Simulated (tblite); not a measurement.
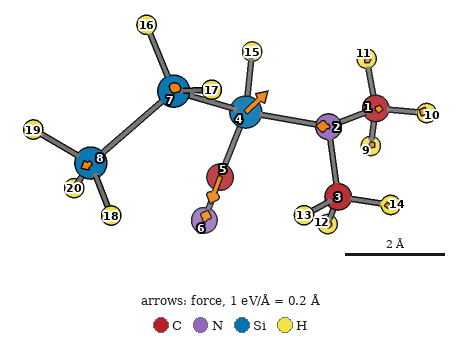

Starting geometry of C$_{3}$H$_{12}$N$_{2}$Si$_{3}$ with the computed forces as orange arrows. The picture is a ball-and-stick view, seen at a tilt.

The calculation used GFN2-xTB geometry optimisation, gas phase (tblite). 

### Is this structure relaxed? If not, where do the atoms go?

It isn't relaxed: the largest force vector, on C5, is 3.95 eV/Å. The final displacements have little in common with the starting forces (cosine between the two patterns 0.04). The energy falls by 21.2 kcal/mol in 167 geometry steps. N6 moves most after the best rigid fit: 2.00 Å. By element the largest moves are N 2.00 Å, C 1.45 Å, H 1.30 Å, Si 0.74 Å. Near-neighbour distances that change, for instance: Si4–C5 1.780 → 1.882 Å, Si4–Si7 2.213 → 2.314 Å, Si7–Si8 2.220 → 2.319 Å, N2–Si4 1.810 → 1.720 Å. Among the angles between lasting bonds that change: C3–N2–Si4 109.7° → 125.2°, Si7–Si4–H15 107.7° → 121.8°, C1–N2–Si4 108.6° → 120.7°. Groups turn about Si4–Si7 by about 50°. Cost: 1.9 s on 1 thread of Intel(R) Xeon(R) Platinum 8488C, with other jobs on the host.
